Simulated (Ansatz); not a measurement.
# AlFH₄O₃ + H₂O: a complex and its separated parts

Aim: how far the complex at one end of a reaction step lies below its separated, relaxed parts, level by level.

Method: PBE0-D4/def2-TZVP structures, single points in def2-TZVPP, no counterpoise correction; program: Ansatz 0.2.0, Gaussian basis.

Levels: SPW92, PBE-D4, BLYP-D4, r2SCAN-D4, B97M-V, PBE0-D4, B3LYP-D4, r2SCAN0-D4, BHLYP-D4, CAM-B3LYP-D4, wB97X-V, wB97M-V, B2PLYP, PBE-QIDH, RPA on PBE, Hartree-Fock, MP2, CCSD, CCSD(T).

Correlated methods freeze the cores. B3LYP uses VWN-RPA correlation. B2PLYP carries no dispersion term here.

94 further runs of the same task are left out: 94 set aside as unsound or not needed. Runs told in other sessions of the task aren't counted.

## (1) The system as given

The complex: 12 atoms, charge 0, spin multiplicity 1.

Atoms are counted from 1 here; the program's logs count them from 0.

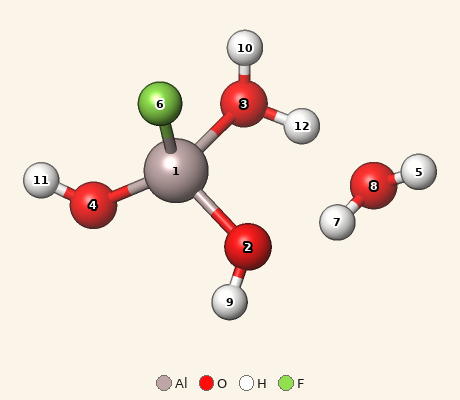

Start geometry, drawn with aluminium light grey, oxygen red, hydrogen white, fluorine green; atoms are numbered from 1 in the order of the file.

Geometry (Å):

```mol
AlFH6O4
  3D, bonds by distance, orders not assigned

 12 10  0  0  0  0  0  0  0  0999 V2000
   -0.4070   -0.5704    0.8454 Al  0  0
    1.2118   -0.6754    0.1991 O   0  0
   -1.0422    0.7375   -0.3752 O   0  0
   -1.2578   -2.0385    0.7212 O   0  0
    1.6753    1.9063   -1.5083 H   0  0
   -0.6139    0.3249    2.2398 F   0  0
    1.4267    0.4243   -1.0383 H   0  0
    1.1041    1.1470   -1.6427 O   0  0
    1.6129   -1.5423    0.1469 H   0  0
   -1.4653    1.4844    0.0585 H   0  0
   -1.9628   -2.2696    1.3215 H   0  0
   -0.2817    1.0717   -0.9677 H   0  0
  1  2  8  0
  1  3  8  0
  1  4  8  0
  1  6  8  0
  2  9  8  0
  3 10  8  0
  3 12  8  0
  4 11  8  0
  5  8  8  0
  7  8  8  0
M  END
```

Its parts: AlFH₄O₃ holds atoms 1, 2, 3, 4, 6, 9, 10, 11, 12; H₂O holds atoms 5, 7, 8. Each part counts its atoms afresh in its own runs.

## (2) Relaxing AlFH₄O₃ alone

Input file relax-a/in.yaml:

```yaml
crystal:
  periodic: [false, false, false]
  atoms:
    - {symbol: Al, position_ang: [-0.406968, -0.570353, 0.845371]}
    - {symbol: O, position_ang: [1.211834, -0.675360, 0.199051]}
    - {symbol: O, position_ang: [-1.042205, 0.737451, -0.375201]}
    - {symbol: O, position_ang: [-1.257838, -2.038505, 0.721171]}
    - {symbol: F, position_ang: [-0.613923, 0.324922, 2.239802]}
    - {symbol: H, position_ang: [1.612928, -1.542344, 0.146855]}
    - {symbol: H, position_ang: [-1.465254, 1.484436, 0.058517]}
    - {symbol: H, position_ang: [-1.962832, -2.269571, 1.321485]}
    - {symbol: H, position_ang: [-0.281746, 1.071654, -0.967688]}
basis:
  gaussian: {orbitals: def2-TZVP}
hamiltonian: {xc: pbe0, dispersion: d4}
relax: {f_tol: 0.005, max_steps: 200}
```

The run is started by

```
$ ansatz run in.yaml --threads 8 --pin off --events-out ev --progress --plain --max-ram 19148MiB
```

What it wrote, cut to the lines that bear on the results:

```text
Functional definition: PBE0
  name "PBE0"
  cite "Adamo & Barone, J. Chem. Phys. 110, 6158 (1999) doi:10.1063/1.478522"
  cite "Perdew, Burke & Ernzerhof, Phys. Rev. Lett. 77, 3865 (1996) doi:10.1103/PhysRevLett.77.3865"
  parent pbe
[...]
1064 factors; their error is unknown
[...]
mean field -15518.19245901 eV, -570.2830542602 hartree, gradient 5.2e-5 eV, S^2 0.000000; 0 other end points of the search recorded, 0 dependent functions left out
[...]
reference -15518.19249086 eV, -570.2830554304 hartree; 25, 25 occupied and 160, 160 virtual orbitals, 1064 factors
[...]
Atom 1 at     1.132619    -0.587321     0.151887 Å, force    -0.000701    -0.000942     0.000533 eV/Å
Atom 2 at    -1.050272     0.722506    -0.381160 Å, force     0.000798    -0.000503     0.000463 eV/Å
Atom 3 at    -1.305775    -2.072650     0.748057 Å, force    -0.000077     0.000461    -0.000644 eV/Å
Atom 4 at    -0.695856     0.317775     2.232123 Å, force    -0.000317     0.000131    -0.001816 eV/Å
Atom 5 at     1.679277    -1.363505     0.056028 Å, force     0.001303    -0.000042    -0.000295 eV/Å
Atom 6 at    -1.263609     1.543617     0.078306 Å, force    -0.000231     0.000833     0.000252 eV/Å
Atom 7 at    -2.023779    -2.283481     1.340705 Å, force     0.000162     0.000103     0.000365 eV/Å
Atom 8 at    -0.261995     0.876814    -0.923021 Å, force    -0.001151    -0.000358     0.000982 eV/Å
Dipole moment:    -0.118789     0.429779    -0.413737 e Å
```

Run time: 13 s. Hardware: 8 threads of Arm Neoverse V2, shared host.

Relaxation path: (the energy doesn't fall at every step)

| step | energy from step 1 (eV) | largest force component (eV/Å) |
| --- | --- | --- |
| 1 | 0.0000 | 1.6757 |
| 2 | -0.1193 | 0.6277 |
| 3 | -0.1420 | 0.3050 |
| 4 | -0.1193 | 0.7034 |
| 5 | -0.1502 | 0.0739 |
| 6 | -0.1518 | 0.0834 |
| 7 | -0.1527 | 0.0352 |
| 8 | -0.1528 | 0.0114 |
| 9 | -0.1529 | 0.0161 |
| 10 | -0.1529 | 0.0153 |
| 11 | -0.1529 | 0.0055 |
| 12 | -0.1529 | 0.0018 |

Close pairs (by a distance rule), those that changed most:

```
  bond  before (Å)  after (Å)  change (Å)
Al1–O3       1.898      1.960      +0.062
 O3–H9       1.020      0.969      -0.051
Al1–O2       1.746      1.715      -0.031
 O3–H7       0.962      0.965      +0.003
 O2–H6       0.957      0.954      -0.002
Al1–O4       1.701      1.699      -0.002
Al1–F5       1.670      1.670      +0.000
 O4–H8       0.954      0.955      +0.000
```

## (3) Relaxing H₂O alone

Input file relax-b/in.yaml:

```yaml
crystal:
  periodic: [false, false, false]
  atoms:
    - {symbol: H, position_ang: [1.675311, 1.906295, -1.508341]}
    - {symbol: H, position_ang: [1.426683, 0.424345, -1.038343]}
    - {symbol: O, position_ang: [1.104111, 1.147030, -1.642679]}
basis:
  gaussian: {orbitals: def2-TZVP}
hamiltonian: {xc: pbe0, dispersion: d4}
relax: {f_tol: 0.005, max_steps: 200}
```

The run is started by

```
$ ansatz run in.yaml --threads 8 --pin off --events-out ev --progress --plain --max-ram 19148MiB
```

What it wrote, cut to the lines that bear on the results:

```text
[... 5 set-up lines as earlier in the session ...]
[...]
239 factors; their error is unknown
[...]
mean field -2078.29563705 eV, -76.3759559422 hartree, gradient 5.2e-5 eV, S^2 0.000000; 0 other end points of the search recorded, 0 dependent functions left out
[...]
reference -2078.33309066 eV, -76.3773323371 hartree; 5, 5 occupied and 38, 38 virtual orbitals, 239 factors
Total energy: -2078.33734645 eV, -76.3774887345 hartree
Atom 0 at     1.676979     1.888455    -1.498744 Å, force     0.000025     0.000078    -0.000015 eV/Å
Atom 1 at     1.429162     0.454221    -1.049959 Å, force     0.000349    -0.000801     0.000663 eV/Å
Atom 2 at     1.099964     1.134994    -1.640660 Å, force    -0.000374     0.000723    -0.000648 eV/Å
Dipole moment:     0.334148     0.026799     0.270140 e Å
```

Run time: 0.45 s. Hardware: 8 threads of Arm Neoverse V2, shared host.

Relaxation path:

```csv
step,energy from step 1 (eV),largest force component (eV/Å)
1,0.0000,1.4121
2,-0.0353,0.3475
3,-0.0374,0.0158
4,-0.0374,0.0008
```

Distances of close pairs at the start and the end, largest changes first:

| bond | before (Å) | after (Å) | change (Å) |
| --- | --- | --- | --- |
| H2–O3 | 0.996 | 0.960 | -0.036 |
| H1–O3 | 0.960 | 0.960 | -0.000 |

## (4) SPW92/def2-TZVPP

Input file parta/in.yaml:

```yaml
crystal:
  periodic: [false, false, false]
  atoms:
    - {symbol: Al, position_ang: [-0.416614, -0.631425, 0.886437]}
    - {symbol: O, position_ang: [1.132619, -0.587321, 0.151887]}
    - {symbol: O, position_ang: [-1.050272, 0.722506, -0.381160]}
    - {symbol: O, position_ang: [-1.305775, -2.072650, 0.748057]}
    - {symbol: F, position_ang: [-0.695856, 0.317775, 2.232123]}
    - {symbol: H, position_ang: [1.679277, -1.363505, 0.056028]}
    - {symbol: H, position_ang: [-1.263609, 1.543617, 0.078306]}
    - {symbol: H, position_ang: [-2.023779, -2.283481, 1.340705]}
    - {symbol: H, position_ang: [-0.261995, 0.876814, -0.923021]}
basis:
  gaussian: {orbitals: def2-TZVPP}
hamiltonian: {xc: lda}
```

Input file partb/in.yaml:

```yaml
crystal:
  periodic: [false, false, false]
  atoms:
    - {symbol: H, position_ang: [1.676979, 1.888455, -1.498744]}
    - {symbol: H, position_ang: [1.429162, 0.454221, -1.049959]}
    - {symbol: O, position_ang: [1.099964, 1.134994, -1.640660]}
basis:
  gaussian: {orbitals: def2-TZVPP}
hamiltonian: {xc: lda}
```

One command serves all of them, each in its own folder.

The run is started by

```
$ ansatz run in.yaml --threads 8 --pin off --events-out ev --progress --plain --max-ram 19148MiB
```

Log of parta, cut to the lines that bear on the results:

```text
Functional definition: SPW92
  name "SPW92"
  cite "Dirac, Proc. Camb. Phil. Soc. 26, 376 (1930) doi:10.1017/S0305004100016108"
  cite "Slater, Phys. Rev. 81, 385 (1951) doi:10.1103/PhysRev.81.385"
  cite "Perdew & Wang, Phys. Rev. B 45, 13244 (1992) doi:10.1103/PhysRevB.45.13244"
[...]
1114 factors; their error is unknown
[...]
mean field -15440.68633564 eV, -567.4347567615 hartree, gradient 4.4e-5 eV, S^2 0.000000; 0 other end points of the search recorded, 0 dependent functions left out
reference -15440.68637698 eV, -567.4347582808 hartree; 25, 25 occupied and 197, 197 virtual orbitals, 1114 factors
Total energy: -15440.68637698 eV, -567.4347582808 hartree
```

Output in partb, cut to the lines that bear on the results:

```text
[... 5 set-up lines as earlier in the session ...]
[...]
269 factors; their error is unknown
[...]
mean field -2065.39693168 eV, -75.9019372628 hartree, gradient 5.3e-5 eV, S^2 0.000000; 0 other end points of the search recorded, 0 dependent functions left out
reference -2065.39695051 eV, -75.9019379548 hartree; 5, 5 occupied and 54, 54 virtual orbitals, 269 factors
Total energy: -2065.39695051 eV, -75.9019379548 hartree
```

Wall times: 0.55 s (parta), 0.1 s (partb) on 8 threads of Arm Neoverse V2, shared host.

## (5) PBE-D4/def2-TZVPP

The same edit goes into each in.yaml of step 4 (parta, partb):

```diff
-hamiltonian: {xc: lda}
+hamiltonian: {xc: pbe, dispersion: d4}
```

Each run has its own folder and the same command.

The run is started by

```
$ ansatz run in.yaml --threads 8 --pin off --events-out ev --progress --plain --max-ram 19148MiB
```

Log of parta, cut to the lines that bear on the results:

```text
Functional definition: PBE
  name "PBE"
[... 2 set-up lines as earlier in the session ...]
[...]
1114 factors; their error is unknown
[...]
mean field -15517.86473391 eV, -570.2710105849 hartree, gradient 2.1e-5 eV, S^2 0.000000; 0 other end points of the search recorded, 0 dependent functions left out
reference -15517.86477858 eV, -570.2710122265 hartree; 25, 25 occupied and 197, 197 virtual orbitals, 1114 factors
Total energy: -15518.00765310 eV, -570.2762627682 hartree
```

Output in partb, cut to the lines that bear on the results:

```text
[... 4 set-up lines as earlier in the session ...]
[...]
269 factors; their error is unknown
[...]
mean field -2078.40755928 eV, -76.3800690084 hartree, gradient 4.4e-5 eV, S^2 0.000000; 0 other end points of the search recorded, 0 dependent functions left out
reference -2078.40757975 eV, -76.3800697607 hartree; 5, 5 occupied and 54, 54 virtual orbitals, 269 factors
Total energy: -2078.41289676 eV, -76.3802651572 hartree
```

Times: 0.75 s (parta), 0.1 s (partb) on 8 threads of Arm Neoverse V2, shared host.

## (6) BLYP-D4/def2-TZVPP

The same edit goes into each in.yaml of step 5 (parta, partb):

```diff
-hamiltonian: {xc: pbe, dispersion: d4}
+hamiltonian: {xc: {name: BLYP}, dispersion: d4}
```

The same command starts each run, in its folder.

The run is started by

```
$ ansatz run in.yaml --threads 8 --pin off --events-out ev --progress --plain --max-ram 19148MiB
```

Log of parta, cut to the lines that bear on the results:

```text
Functional definition: BLYP
  name "BLYP"
  cite "Becke, Phys. Rev. A 38, 3098 (1988) doi:10.1103/PhysRevA.38.3098"
  cite "Lee, Yang & Parr, Phys. Rev. B 37, 785 (1988) doi:10.1103/PhysRevB.37.785"
[...]
1114 factors; their error is unknown
[...]
mean field -15529.72120480 eV, -570.7067278534 hartree, gradient 2.3e-5 eV, S^2 0.000000; 0 other end points of the search recorded, 0 dependent functions left out
reference -15529.72154733 eV, -570.7067404409 hartree; 25, 25 occupied and 197, 197 virtual orbitals, 1114 factors
Total energy: -15530.03628593 eV, -570.7183068712 hartree
```

Output in partb, cut to the lines that bear on the results:

```text
[... 4 set-up lines as earlier in the session ...]
[...]
269 factors; their error is unknown
[...]
mean field -2080.27677231 eV, -76.4487613203 hartree, gradient 8.6e-5 eV, S^2 0.000000; 0 other end points of the search recorded, 0 dependent functions left out
reference -2080.27696186 eV, -76.4487682860 hartree; 5, 5 occupied and 54, 54 virtual orbitals, 269 factors
Total energy: -2080.28980417 eV, -76.4492402321 hartree
```

Times: 0.8 s (parta), 0.15 s (partb) on 8 threads of Arm Neoverse V2, shared host.

## (7) r2SCAN-D4/def2-TZVPP

Each input of step 6 (parta, partb) changes in the same lines:

```diff
-hamiltonian: {xc: {name: BLYP}, dispersion: d4}
+hamiltonian: {xc: r2scan, dispersion: d4}
```

The same command starts each run, in its folder.

The run is started by

```
$ ansatz run in.yaml --threads 8 --pin off --events-out ev --progress --plain --max-ram 19148MiB
```

parta printed, cut to the lines that bear on the results:

```text
Functional definition: r2SCAN
  name "r2SCAN"
  cite "Furness, Kaplan, Ning, Perdew & Sun, J. Phys. Chem. Lett. 11, 8208 (2020) doi:10.1021/acs.jpclett.0c02405"
  cite "Furness, Kaplan, Ning, Perdew & Sun, J. Phys. Chem. Lett. 11, 9248 (2020) doi:10.1021/acs.jpclett.0c03077"
  parent r2scan
[...]
1114 factors; their error is unknown
[...]
mean field -15526.14135585 eV, -570.5751708308 hartree, gradient 2.4e-5 eV, S^2 0.000000; 0 other end points of the search recorded, 0 dependent functions left out
reference -15526.14136888 eV, -570.5751713099 hartree; 25, 25 occupied and 197, 197 virtual orbitals, 1114 factors
Total energy: -15526.17621816 eV, -570.5764519972 hartree
```

Output in partb, cut to the lines that bear on the results:

```text
[... 5 set-up lines as earlier in the session ...]
[...]
269 factors; their error is unknown
[...]
mean field -2079.58114677 eV, -76.4231975529 hartree, gradient 8.5e-5 eV, S^2 0.000000; 0 other end points of the search recorded, 0 dependent functions left out
reference -2079.58115197 eV, -76.4231977441 hartree; 5, 5 occupied and 54, 54 virtual orbitals, 269 factors
Total energy: -2079.58242449 eV, -76.4232445082 hartree
```

Wall times: 1.6 s (parta), 0.35 s (partb) on 8 threads of Arm Neoverse V2, shared host.

## (8) B97M-V/def2-TZVPP

The same edit goes into each in.yaml of step 7 (parta, partb):

```diff
-hamiltonian: {xc: r2scan, dispersion: d4}
+hamiltonian: {xc: {name: B97M-V}}
```

One command serves all of them, each in its own folder.

The run is started by

```
$ ansatz run in.yaml --threads 8 --pin off --events-out ev --progress --plain --max-ram 19148MiB
```

Output in parta, cut to the lines that bear on the results:

```text
Functional definition: B97M-V
  name "B97M-V"
  cite "Mardirossian & Head-Gordon, J. Chem. Phys. 142, 074111 (2015) doi:10.1063/1.4907719"
  cite "Becke, J. Chem. Phys. 107, 8554 (1997) doi:10.1063/1.475007"
  cite "Vydrov & Van Voorhis, J. Chem. Phys. 133, 244103 (2010) doi:10.1063/1.3521275"
  # Of w^i u^j: cxij and so on, Table III.
[...]
  gx(w, u) = cx00 + cx01*u + cx02*u^2 + (cx10 + cx11*u)*w
[...]
  gos(w, u) = cos00 + cos01*u + cos03*u^3 + cos10*w + cos32*w^3*u^2
[...]
      + integral(e_c_pw_mod_opposite_spin*gos(b97_w_opposite, b97_u_opposite)) + vv10(b, c)
1114 factors; their error is unknown
[...]
mean field -15526.30152805 eV, -570.5810570506 hartree, gradient 4.9e-5 eV, S^2 0.000000; 0 other end points of the search recorded, 0 dependent functions left out
reference -15526.30159153 eV, -570.5810593834 hartree; 25, 25 occupied and 197, 197 virtual orbitals, 1114 factors
Total energy: -15526.30159153 eV, -570.5810593834 hartree
```

partb printed, cut to the lines that bear on the results:

```text
[... 5 set-up lines as earlier in the session ...]
  # Of w^i u^j: cxij and so on, Table III.
[...]
  gx(w, u) = cx00 + cx01*u + cx02*u^2 + (cx10 + cx11*u)*w
[...]
  gos(w, u) = cos00 + cos01*u + cos03*u^3 + cos10*w + cos32*w^3*u^2
[...]
      + integral(e_c_pw_mod_opposite_spin*gos(b97_w_opposite, b97_u_opposite)) + vv10(b, c)
269 factors; their error is unknown
[...]
mean field -2079.93551797 eV, -76.4362204543 hartree, gradient 2.9e-5 eV, S^2 0.000000; 0 other end points of the search recorded, 0 dependent functions left out
reference -2079.93554478 eV, -76.4362214397 hartree; 5, 5 occupied and 54, 54 virtual orbitals, 269 factors
Total energy: -2079.93554478 eV, -76.4362214397 hartree
```

They took 3 s (parta), 0.25 s (partb) on 8 threads of Arm Neoverse V2, shared host.

(Part 1 of 3 ends here.)
